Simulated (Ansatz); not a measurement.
Molecular dynamics, with input and output: NSF3

System: NSF3.
Method: RKS PBE/6-31G* (Ansatz 0.2.0).

The geometry comes from this level: PBE0-D4/def2-TZVP. Figures and captions count atoms from 1; the log counts them from 0 in places.

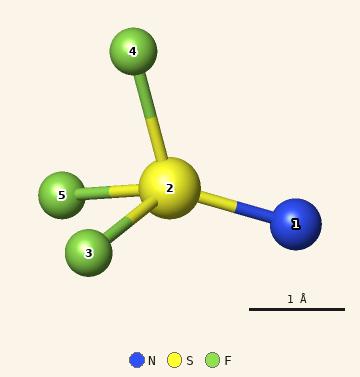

*The structure as given in the input (ball-and-stick view, seen at a tilt; atoms are numbered from 1 in the order of the input).*

Bond lengths as drawn: F–S 1.55 Å and N–S 1.41 Å.

## Input
```yaml
crystal:
  periodic: [false, false, false]
  atoms:
    - {symbol: N, position_ang: [-0.349632, -0.004147, 1.591439]}
    - {symbol: S, position_ang: [-0.047346, -0.000562, 0.215506]}
    - {symbol: F, position_ang: [1.023340, -0.939269, -0.409009]}
    - {symbol: F, position_ang: [-1.108555, -0.317599, -0.875766]}
    - {symbol: F, position_ang: [0.482194, 1.261566, -0.522170]}
basis:
  gaussian: {orbitals: "6-31G*"}
hamiltonian: {xc: {name: PBE}}
md: {timestep: 2 fs, n_steps: 30, ensemble: nvt_nose_hoover, temperature: 1000, initial_velocities: maxwell_boltzmann, seed: 219}
```

Launch command:
```bash
ansatz run in.yaml --threads 4 --pin off --events-out ev --progress --plain --max-ram 10444MiB
```

## Output
```
Functional definition: PBE
  name "PBE"
  cite "Perdew, Burke & Ernzerhof, Phys. Rev. Lett. 77, 3865 (1996) doi:10.1103/PhysRevLett.77.3865"
  parent pbe
  parameter kappa = 0.804
  parameter beta = 0.06672455060314922
  exchange = pbe_x(kappa = kappa, mu = beta*pi^2/3)
  correlation = pbe_c(beta = beta)
770 factors; their error is unknown
mean field evaluation 1: about -20444.4216 eV, gradient 8.2e1 eV
mean field evaluation 2: about -20314.3344 eV, gradient 2.0e2 eV
mean field evaluation 4: about -20456.9498 eV, gradient 2.1e1 eV
mean field evaluation 8: about -20457.6756 eV, gradient 1.7e-1 eV
mean field evaluation 16: about -20457.6334 eV, gradient 3.3e-5 eV
mean field -20457.63339587 eV, -751.8041606162 hartree, gradient 3.3e-5 eV, S^2 0.000000; 0 other end points of the search recorded, 0 dependent functions left out
the calculation of the forces begins
reference -20457.63341389 eV, -751.8041612785 hartree; 25, 25 occupied and 54, 54 virtual orbitals, 770 factors
md step     0: t =     0.00 fs  T =  1000.0 K  F+E_penalty+E_count = -20457.63339587 eV  E_kin = 0.387780 eV  conserved = -20457.24561587 eV  (27 SCF iters)
these checks for a lower state are left out or cut short: starts, cluster_reference, orbital_swaps, neighbouring_geometries, increment
770 factors; their error is unknown
mean field -20457.74692385 eV, -751.8083326924 hartree, gradient 9.0e-6 eV, S^2 0.000000; 0 other end points of the search recorded, 0 dependent functions left out
the calculation of the forces begins
reference -20457.74694175 eV, -751.8083333505 hartree; 25, 25 occupied and 54, 54 virtual orbitals, 770 factors
md step     1: t =     2.00 fs  T =  1291.8 K  F+E_penalty+E_count = -20457.74692385 eV  E_kin = 0.500918 eV  conserved = -20457.24599150 eV  (29 SCF iters)
[... from here on the SCF iterations and repeated set-up lines of each step are left out, up to the last step ...]
md step     2: t =     4.00 fs  T =  1479.7 K  F+E_penalty+E_count = -20457.82070203 eV  E_kin = 0.573812 eV  conserved = -20457.24673699 eV  (31 SCF iters)
md step     3: t =     6.00 fs  T =  1523.7 K  F+E_penalty+E_count = -20457.83864262 eV  E_kin = 0.590845 eV  conserved = -20457.24728194 eV  (31 SCF iters)
md step     4: t =     8.00 fs  T =  1397.8 K  F+E_penalty+E_count = -20457.78933550 eV  E_kin = 0.542055 eV  conserved = -20457.24618597 eV  (31 SCF iters)
md step     5: t =    10.00 fs  T =  1135.4 K  F+E_penalty+E_count = -20457.68590454 eV  E_kin = 0.440302 eV  conserved = -20457.24385628 eV  (32 SCF iters)
md step     6: t =    12.00 fs  T =   819.1 K  F+E_penalty+E_count = -20457.56147131 eV  E_kin = 0.317633 eV  conserved = -20457.24154789 eV  (32 SCF iters)
md step     7: t =    14.00 fs  T =   536.0 K  F+E_penalty+E_count = -20457.45054512 eV  E_kin = 0.207852 eV  conserved = -20457.24005741 eV  (32 SCF iters)
md step     8: t =    16.00 fs  T =   344.1 K  F+E_penalty+E_count = -20457.37582095 eV  E_kin = 0.133441 eV  conserved = -20457.23957985 eV  (32 SCF iters)
md step     9: t =    18.00 fs  T =   262.1 K  F+E_penalty+E_count = -20457.34441037 eV  E_kin = 0.101641 eV  conserved = -20457.23991629 eV  (32 SCF iters)
md step    10: t =    20.00 fs  T =   277.6 K  F+E_penalty+E_count = -20457.35104065 eV  E_kin = 0.107661 eV  conserved = -20457.24054349 eV  (32 SCF iters)
md step    11: t =    22.00 fs  T =   368.6 K  F+E_penalty+E_count = -20457.38649153 eV  E_kin = 0.142943 eV  conserved = -20457.24080472 eV  (31 SCF iters)
md step    12: t =    24.00 fs  T =   526.5 K  F+E_penalty+E_count = -20457.44727594 eV  E_kin = 0.204148 eV  conserved = -20457.24060091 eV  (31 SCF iters)
md step    13: t =    26.00 fs  T =   755.6 K  F+E_penalty+E_count = -20457.53612075 eV  E_kin = 0.293000 eV  conserved = -20457.24099576 eV  (32 SCF iters)
md step    14: t =    28.00 fs  T =  1035.3 K  F+E_penalty+E_count = -20457.64615362 eV  E_kin = 0.401481 eV  conserved = -20457.24317529 eV  (32 SCF iters)
md step    15: t =    30.00 fs  T =  1283.9 K  F+E_penalty+E_count = -20457.74502763 eV  E_kin = 0.497878 eV  conserved = -20457.24645596 eV  (32 SCF iters)
md step    16: t =    32.00 fs  T =  1386.8 K  F+E_penalty+E_count = -20457.78615724 eV  E_kin = 0.537762 eV  conserved = -20457.24852209 eV  (30 SCF iters)
md step    17: t =    34.00 fs  T =  1280.0 K  F+E_penalty+E_count = -20457.74318026 eV  E_kin = 0.496352 eV  conserved = -20457.24763379 eV  (29 SCF iters)
md step    18: t =    36.00 fs  T =  1012.1 K  F+E_penalty+E_count = -20457.63529939 eV  E_kin = 0.392459 eV  conserved = -20457.24414047 eV  (30 SCF iters)
md step    19: t =    38.00 fs  T =   724.5 K  F+E_penalty+E_count = -20457.51987546 eV  E_kin = 0.280936 eV  conserved = -20457.24061186 eV  (31 SCF iters)
md step    20: t =    40.00 fs  T =   552.3 K  F+E_penalty+E_count = -20457.45222410 eV  E_kin = 0.214157 eV  conserved = -20457.24006541 eV  (31 SCF iters)
md step    21: t =    42.00 fs  T =   522.7 K  F+E_penalty+E_count = -20457.44264497 eV  E_kin = 0.202674 eV  conserved = -20457.24231995 eV  (30 SCF iters)
md step    22: t =    44.00 fs  T =   571.2 K  F+E_penalty+E_count = -20457.46198789 eV  E_kin = 0.221519 eV  conserved = -20457.24325904 eV  (31 SCF iters)
md step    23: t =    46.00 fs  T =   672.5 K  F+E_penalty+E_count = -20457.49881144 eV  E_kin = 0.260794 eV  conserved = -20457.24139535 eV  (31 SCF iters)
md step    24: t =    48.00 fs  T =   873.9 K  F+E_penalty+E_count = -20457.57624930 eV  E_kin = 0.338869 eV  conserved = -20457.24157326 eV  (30 SCF iters)
md step    25: t =    50.00 fs  T =  1153.8 K  F+E_penalty+E_count = -20457.68745617 eV  E_kin = 0.447436 eV  conserved = -20457.24532685 eV  (32 SCF iters)
md step    26: t =    52.00 fs  T =  1376.7 K  F+E_penalty+E_count = -20457.77505997 eV  E_kin = 0.533841 eV  conserved = -20457.24787107 eV  (32 SCF iters)
md step    27: t =    54.00 fs  T =  1433.9 K  F+E_penalty+E_count = -20457.79523875 eV  E_kin = 0.556036 eV  conserved = -20457.24721111 eV  (32 SCF iters)
md step    28: t =    56.00 fs  T =  1328.2 K  F+E_penalty+E_count = -20457.75097868 eV  E_kin = 0.515037 eV  conserved = -20457.24512263 eV  (32 SCF iters)
md step    29: t =    58.00 fs  T =  1127.0 K  F+E_penalty+E_count = -20457.67011080 eV  E_kin = 0.437046 eV  conserved = -20457.24317916 eV  (31 SCF iters)
these checks for a lower state are left out or cut short: starts, cluster_reference, orbital_swaps, neighbouring_geometries, increment
770 factors; their error is unknown
mean field -20457.58044966 eV, -751.8022148790 hartree, gradient 2.6e-5 eV, S^2 0.000000; 0 other end points of the search recorded, 0 dependent functions left out
the calculation of the forces begins
reference -20457.58046689 eV, -751.8022155120 hartree; 25, 25 occupied and 54, 54 virtual orbitals, 770 factors
770 factors; their error is unknown
mean field evaluation 256: about -20457.5141 eV, gradient 7.9e0 eV
mean field -20457.58044966 eV, -751.8022148790 hartree, gradient 2.5e-5 eV, S^2 0.000000; 1 other end points of the search recorded, 0 dependent functions left out
the calculation of the forces begins
reference -20457.58046689 eV, -751.8022155120 hartree; 25, 25 occupied and 54, 54 virtual orbitals, 770 factors
md step    30: t =    60.00 fs  T =   901.1 K  F+E_penalty+E_count = -20457.58044966 eV  E_kin = 0.349418 eV  conserved = -20457.24188693 eV  (31 SCF iters)
```

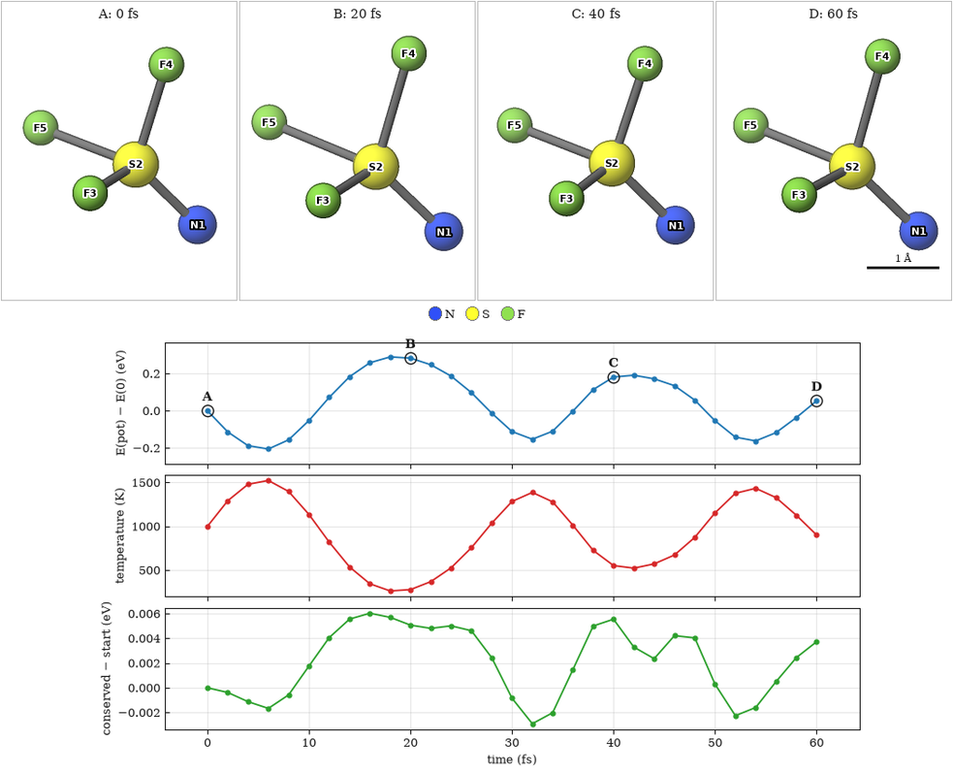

*Frames of the molecular dynamics (ball-and-stick, seen at a tilt) above the curves, on which the letters mark them.*

The trajectory kept here has 31 frames over 60 fs. The temperature starts at 1000 K, ranges from 262 to 1524 K and averages 1013 K over the second half. The potential energy ends 0.053 eV above its first value. The conserved quantity stays within 0.0089 eV. After an unweighted best fit of the last frame on the first, the root-mean-square displacement is 0.12 Å.

```
Total energy: -20457.58046689 eV, -751.8022155120 hartree
Atom 0 at    -0.390250     0.014854     1.746066 Å, force     0.786960     0.049087    -3.398509 eV/Å
Atom 1 at    -0.059125     0.018503     0.271623 Å, force    -0.219358    -1.341860     0.446556 eV/Å
Atom 2 at     1.125804    -1.010942    -0.478514 Å, force    -1.383346     1.098982     1.108111 eV/Å
Atom 3 at    -1.186416    -0.332105    -0.966688 Å, force     0.967721     0.300404     1.390522 eV/Å
Atom 4 at     0.507415     1.301563    -0.570444 Å, force    -0.151978    -0.106612     0.453320 eV/Å
Dipole moment:     0.029328     0.083501    -0.123813 e Å
```

## Trajectory as extended XYZ (Å, eV, eV/Å), 17 of the 31 frames kept, from step=0 to step=30
```
5
Properties=species:S:1:pos:R:3:forces:R:3 step=0 time_fs=0.0 energy=-20457.63340 temperature=1000.0
N    -0.3496   -0.0041    1.5914   -0.6796  -0.0081   3.0937
S    -0.0473   -0.0006    0.2155   -0.1372  -0.0016   0.6246
F     1.0233   -0.9393   -0.4090    1.6288  -1.4291  -0.9451
F    -1.1086   -0.3176   -0.8758   -1.6169  -0.4827  -1.6558
F     0.4822    1.2616   -0.5222    0.8050   1.9216  -1.1175
5
Properties=species:S:1:pos:R:3:forces:R:3 step=2 time_fs=4.0 energy=-20457.82070 temperature=1479.7
N    -0.3560   -0.0259    1.6186   -0.5300   0.1553   2.4400
S    -0.0505    0.0252    0.2351    0.1409  -1.8607  -1.4134
F     1.0662   -0.9715   -0.4180   -0.0632   0.0913   0.0003
F    -1.1457   -0.3202   -0.9029   -0.2052  -0.0352  -0.2016
F     0.4866    1.2691   -0.5392    0.6575   1.6493  -0.8253
5
Properties=species:S:1:pos:R:3:forces:R:3 step=4 time_fs=8.0 energy=-20457.78934 temperature=1397.8
N    -0.3679   -0.0458    1.6709    0.1270   0.4070  -0.5192
S    -0.0532    0.0423    0.2488   -0.1386  -2.5825  -0.4737
F     1.1088   -1.0033   -0.4271   -1.0571   1.0070   0.5269
F    -1.1848   -0.3233   -0.9319    0.7544   0.2817   0.7629
F     0.4962    1.2897   -0.5628    0.3143   0.8867  -0.2968
5
Properties=species:S:1:pos:R:3:forces:R:3 step=6 time_fs=12.0 energy=-20457.56147 temperature=819.1
N    -0.3784   -0.0613    1.7181    0.5914   0.5981  -2.6407
S    -0.0564    0.0472    0.2601   -0.2161  -2.4207   0.1964
F     1.1431   -1.0271   -0.4322   -1.5716   1.4519   0.7845
F    -1.2179   -0.3241   -0.9548    1.3025   0.4359   1.3155
F     0.5083    1.3174   -0.5887   -0.1062  -0.0652   0.3442
5
Properties=species:S:1:pos:R:3:forces:R:3 step=8 time_fs=16.0 energy=-20457.37582 temperature=344.1
N    -0.3828   -0.0703    1.7375    0.6532   0.6057  -2.9717
S    -0.0606    0.0406    0.2720    0.0563  -1.7910  -0.4595
F     1.1647   -1.0392   -0.4309   -1.8179   1.6070   0.9037
F    -1.2405   -0.3214   -0.9672    1.5734   0.4628   1.6107
F     0.5196    1.3446   -0.6118   -0.4650  -0.8845   0.9168
5
Properties=species:S:1:pos:R:3:forces:R:3 step=9 time_fs=18.0 energy=-20457.34441 temperature=262.1
N    -0.3822   -0.0723    1.7348    0.5470   0.5455  -2.5175
S    -0.0627    0.0338    0.2773    0.2862  -1.4025  -1.2219
F     1.1700   -1.0404   -0.4275   -1.8715   1.6087   0.9228
F    -1.2471   -0.3186   -0.9686    1.6337   0.4394   1.6819
F     0.5240    1.3559   -0.6208   -0.5953  -1.1911   1.1347
5
Properties=species:S:1:pos:R:3:forces:R:3 step=11 time_fs=22.0 energy=-20457.38649 temperature=368.6
N    -0.3771   -0.0720    1.7108    0.1391   0.3528  -0.7063
S    -0.0655    0.0158    0.2825    0.8218  -0.5651  -3.1985
F     1.1693   -1.0331   -0.4152   -1.8393   1.4749   0.8530
F    -1.2504   -0.3105   -0.9612    1.6271   0.3311   1.6549
F     0.5289    1.3708   -0.6316   -0.7487  -1.5937   1.3968
5
Properties=species:S:1:pos:R:3:forces:R:3 step=13 time_fs=26.0 energy=-20457.53612 temperature=755.6
N    -0.3704   -0.0678    1.6789   -0.2177   0.1902   0.8957
S    -0.0644   -0.0050    0.2726    1.0888   0.3123  -4.1236
F     1.1537   -1.0139   -0.3961   -1.5248   1.1018   0.5395
F    -1.2405   -0.2998   -0.9404    1.4157   0.1408   1.2953
F     0.5278    1.3728   -0.6312   -0.7620  -1.7450   1.3932
5
Properties=species:S:1:pos:R:3:forces:R:3 step=15 time_fs=30.0 energy=-20457.74503 temperature=1283.9
N    -0.3658   -0.0614    1.6553   -0.1273   0.1231   0.4730
S    -0.0584   -0.0243    0.2438    0.5823   1.3079  -1.7919
F     1.1260   -0.9860   -0.3728   -0.6850   0.3257  -0.1710
F    -1.2192   -0.2879   -0.9093    0.8509  -0.1428   0.4121
F     0.5207    1.3608   -0.6197   -0.6209  -1.6139   1.0778
5
Properties=species:S:1:pos:R:3:forces:R:3 step=17 time_fs=34.0 energy=-20457.74318 temperature=1280.0
N    -0.3624   -0.0536    1.6362    0.1704   0.0695  -0.8589
S    -0.0497   -0.0372    0.2070   -0.4873   2.4703   2.6475
F     1.0931   -0.9556   -0.3510    0.8349  -0.9506  -1.2503
F    -1.1913   -0.2773   -0.8751   -0.2109  -0.5027  -1.0085
F     0.5085    1.3358   -0.5995   -0.3071  -1.0864   0.4702
5
Properties=species:S:1:pos:R:3:forces:R:3 step=19 time_fs=38.0 energy=-20457.51988 temperature=724.5
N    -0.3573   -0.0450    1.6086    0.1650   0.0355  -0.7677
S    -0.0432   -0.0384    0.1825   -1.2163   3.0820   5.5916
F     1.0669   -0.9329   -0.3393    2.3318  -2.1830  -2.1593
F    -1.1652   -0.2707   -0.8491   -1.4300  -0.8330  -2.3915
F     0.4939    1.3022   -0.5755    0.1495  -0.1015  -0.2730
5
Properties=species:S:1:pos:R:3:forces:R:3 step=21 time_fs=42.0 energy=-20457.44264 temperature=522.7
N    -0.3508   -0.0360    1.5743   -0.3755   0.0487   1.7593
S    -0.0422   -0.0253    0.1834   -0.7875   1.9633   4.0467
F     1.0589   -0.9273   -0.3446    2.3826  -2.2588  -2.1245
F    -1.1502   -0.2707   -0.8420   -1.8754  -0.9421  -2.7386
F     0.4805    1.2680   -0.5537    0.6558   1.1889  -0.9429
5
Properties=species:S:1:pos:R:3:forces:R:3 step=22 time_fs=44.0 energy=-20457.46199 temperature=571.2
N    -0.3486   -0.0313    1.5623   -0.7647   0.0508   3.5483
S    -0.0434   -0.0147    0.1921   -0.2827   0.8194   1.7988
F     1.0623   -0.9315   -0.3539    1.8337  -1.8147  -1.7348
F    -1.1484   -0.2736   -0.8467   -1.6690  -0.8714  -2.4075
F     0.4756    1.2537   -0.5453    0.8828   1.8158  -1.2047
5
Properties=species:S:1:pos:R:3:forces:R:3 step=24 time_fs=48.0 energy=-20457.57625 temperature=873.9
N    -0.3514   -0.0215    1.5710   -1.0208   0.0535   4.7367
S    -0.0462    0.0080    0.2134    0.1879  -1.5169  -1.2527
F     1.0790   -0.9499   -0.3821    0.4876  -0.6460  -0.7237
F    -1.1540   -0.2844   -0.8699   -0.8217  -0.5471  -1.2475
F     0.4714    1.2374   -0.5363    1.1670   2.6565  -1.5129
5
Properties=species:S:1:pos:R:3:forces:R:3 step=26 time_fs=52.0 energy=-20457.77506 temperature=1376.7
N    -0.3645   -0.0110    1.6281   -0.2172   0.1404   1.1693
S    -0.0485    0.0237    0.2303   -0.3628  -2.7409   0.1897
F     1.0999   -0.9738   -0.4164   -0.4885   0.2735   0.0942
F    -1.1664   -0.2996   -0.9033    0.0180  -0.1688  -0.1265
F     0.4765    1.2421   -0.5393    1.0505   2.4958  -1.3267
5
Properties=species:S:1:pos:R:3:forces:R:3 step=28 time_fs=56.0 energy=-20457.75098 temperature=1328.2
N    -0.3802    0.0011    1.6987    0.5509   0.1640  -2.2725
S    -0.0525    0.0268    0.2479   -0.6031  -2.4218   1.3813
F     1.1171   -0.9956   -0.4501   -1.0662   0.8264   0.6719
F    -1.1789   -0.3163   -0.9379    0.6198   0.1245   0.7432
F     0.4899    1.2665   -0.5528    0.4986   1.3069  -0.5239
5
Properties=species:S:1:pos:R:3:forces:R:3 step=30 time_fs=60.0 energy=-20457.58045 temperature=901.1
N    -0.3902    0.0149    1.7461    0.7870   0.0491  -3.3985
S    -0.0591    0.0185    0.2716   -0.2194  -1.3419   0.4466
F     1.1258   -1.0109   -0.4785   -1.3833   1.0990   1.1081
F    -1.1864   -0.3321   -0.9667    0.9677   0.3004   1.3905
F     0.5074    1.3016   -0.5704   -0.1520  -0.1066   0.4533
```

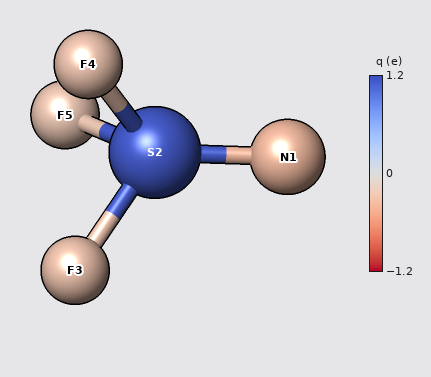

*Mulliken charges, as the colour of each atom (ball-and-stick view, seen at a tilt; atoms are numbered from 1 in the order of the input).*

By element: N −0.35, S +1.10 and F −0.27 to −0.23 e.

## Summary

- outcome: finished
- mean temperature over the second half: 1013 K
- trajectory: 30 steps, 60 fs
- ensemble: nvt_nose_hoover
- temperature in the input: 1000 K
- time step: 2 fs
- potential energy (last step): −20457.5805 eV
- SCF solution under orbital rotations (last step): stable
- largest force (length of the vector) (last step): 3.489 eV/Å
- dipole moment (last step): 0.73 D
- hardware: 4 threads of Intel Xeon, 163 GiB of memory available, shared host
- wall time: 10 s (CPU time 33 s)
- peak memory: 0.33 GiB

## Remarks

So short a trajectory is not equilibrated.
